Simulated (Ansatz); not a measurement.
**B2O2 (diboron dioxide): wB97M-V/aug-cc-pVDZ**

What is the vertical electron affinity of B2O2 (diboron dioxide) at wB97M-V/aug-cc-pVDZ? 

The results are computed with Ansatz 0.2.0.

47 further runs of the same task are left out: 5 that didn't finish, 42 set aside as unsound or not needed.

### 1 The structure to begin with

B2O2: 4 atoms, total charge 0, spin state singlet. As SMILES, `O=BB=O`. Geometry: relaxed at PBE0-D4/def2-TZVP.

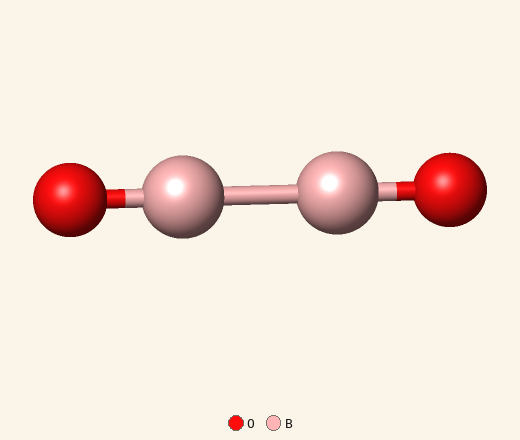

Viewed from a chosen angle; oxygen red, boron pink.

### 2 A single-point energy at wB97M-V/aug-cc-pVDZ

in.yaml reads:

```yaml
crystal:
  periodic: [false, false, false]
  atoms:
    - {symbol: O, position_ang: [-0.743090, 0.459760, 1.817650]}
    - {symbol: B, position_ang: [-0.302300, 0.187070, 0.739120]}
    - {symbol: B, position_ang: [0.302150, -0.186920, -0.739220]}
    - {symbol: O, position_ang: [0.743230, -0.459920, -1.817550]}
basis:
  gaussian: {orbitals: aug-cc-pVDZ}
hamiltonian: {xc: {name: wB97M-V}}
accuracy: high
output: {orbitals: {seedname: orbitals}}
```

Command:

```
$ ansatz run in.yaml --threads 1 --pin off --max-ram 3480MiB --events-out events.jsonl --progress --plain --runs-dir runs
```

Log:

```text
Warning: RAYON_NUM_THREADS=1 ignored (pool sized by the plan → 1); use --threads N
Functional definition: wB97M-V
  name "wB97M-V"
  parameter omega = 0.3/bohr
  parameter cx = 0.15
  parameter cx01 = 1.007
  parameter cx10 = 0.259
  parameter css00 = 0.443
  parameter css04 = -1.437
  parameter css10 = -4.535
  parameter css20 = -3.390
  parameter css43 = 4.278
  parameter cos00 = 1.000
  parameter cos10 = 1.358
  parameter cos20 = 2.924
  parameter cos21 = -8.812
  parameter cos60 = -1.390
  parameter cos61 = 9.142
  parameter b = 6.0
  parameter c = 0.01
  gx(w, u) = 1 - cx + cx01*u + cx10*w
  gss(w, u) = css00 + css04*u^4 + css10*w + css20*w^2 + css43*w^4*u^3
  gos(w, u) = cos00 + cos10*w + (cos20 + cos21*u)*w^2 + (cos60 + cos61*u)*w^6
  exchange = spin_sum(e_x_unif_sr(omega)*gx(b97_w, b97_u_x)) + cx*exact_x_sr(omega) + exact_x_lr(omega)
  correlation = spin_sum(e_c_pw_mod_same_spin*gss(b97_w, b97_u_same))
      + integral(e_c_pw_mod_opposite_spin*gos(b97_w_opposite, b97_u_opposite)) + vv10(b, c)
1577 factors; integrals over basis functions are off by at most 2.7e-9 eV
427 factors; integrals over basis functions are off by at most 1.5e-9 eV
mean field evaluation 1: about -5438.0064 eV, gradient 7.2e1 eV
mean field evaluation 2: about -5418.5552 eV, gradient 1.3e2 eV
mean field evaluation 4: about -5448.0197 eV, gradient 1.7e0 eV
mean field evaluation 8: about -5448.0257 eV, gradient 5.0e-2 eV
mean field evaluation 16: about -5448.0257 eV, gradient 7.6e-7 eV
mean field -5448.02568138 eV, -200.2112509862 hartree, gradient 5.8e-8 eV, S^2 0.000000; 0 other end points of the search recorded, 0 dependent functions left out
reference -5448.02569051 eV, -200.2112513219 hartree; 13, 13 occupied and 79, 79 virtual orbitals, 1577 factors
Total energy: -5448.02569051 eV, -200.2112513219 hartree
```

Run time: 13 s. Hardware: 1 thread of Intel Xeon 6975P-C (Granite Rapids), shared host; peak memory 0.43 GiB.

### 3 The doublet anion

in.yaml reads:

```yaml
basis:
  gaussian:
    orbitals: aug-cc-pVDZ
crystal:
  periodic: [false, false, false]
  atoms:
    - symbol: O
      position_ang: [-0.743090, 0.459760, 1.817650]
    - symbol: B
      position_ang: [-0.302300, 0.187070, 0.739120]
    - symbol: B
      position_ang: [0.302150, -0.186920, -0.739220]
    - symbol: O
      position_ang: [0.743230, -0.459920, -1.817550]
total_charge: -1
magnetization:
  spin_polarized: true
  initial_magnetization: 1
hamiltonian:
  xc: {name: wB97M-V}
accuracy: high
output: {orbitals: {seedname: orbitals}}
```

Command:

```
$ ansatz run in.yaml --threads 1 --pin off --max-ram 3480MiB --events-out events.jsonl --progress --plain --runs-dir runs
```

Log, shortened:

```text
Warning: RAYON_NUM_THREADS=1 ignored (pool sized by the plan → 1); use --threads N
[... 2 set-up lines as earlier in the session ...]
[...]
  gx(w, u) = 1 - cx + cx01*u + cx10*w
  gss(w, u) = css00 + css04*u^4 + css10*w + css20*w^2 + css43*w^4*u^3
  gos(w, u) = cos00 + cos10*w + (cos20 + cos21*u)*w^2 + (cos60 + cos61*u)*w^6
[...]
      + integral(e_c_pw_mod_opposite_spin*gos(b97_w_opposite, b97_u_opposite)) + vv10(b, c)
1577 factors; integrals over basis functions are off by at most 2.7e-9 eV
427 factors; integrals over basis functions are off by at most 1.5e-9 eV
[...]
mean field -5448.18370412 eV, -200.2170582149 hartree, gradient 8.8e-9 eV, S^2 0.752247; 6 other end points of the search recorded, 0 dependent functions left out
reference -5448.18370294 eV, -200.2170581716 hartree; 14, 13 occupied and 78, 79 virtual orbitals, 1577 factors
Total energy: -5448.18370294 eV, -200.2170581716 hartree
```

Run time: 3 min. Hardware: 1 thread of Intel Xeon 6975P-C (Granite Rapids), shared host; peak memory 0.81 GiB.

### 4 Results

At wB97M-V/aug-cc-pVDZ:

```
                                         quantity          value
                       singlet B2O2: total energy  -200.21125 Eh
                        singlet B2O2: HOMO energy      -13.42 eV
                        singlet B2O2: LUMO energy       -0.41 eV
                      singlet B2O2: HOMO–LUMO gap       13.01 eV
                      doublet anion: total energy  -200.21706 Eh
doublet anion: HOMO energy (highest over α and β)        0.03 eV
 doublet anion: LUMO energy (lowest over α and β)        3.41 eV
                              doublet anion: ⟨S²⟩          0.752
vertical electron affinity (to the doublet anion)       0.158 eV
```

At fixed nuclei the extra electron is bound by 0.16 eV (15.2 kJ/mol). The HOMO (doublet anion) lies at positive energy, 0.03 eV; only total energies tell whether the electron is bound.
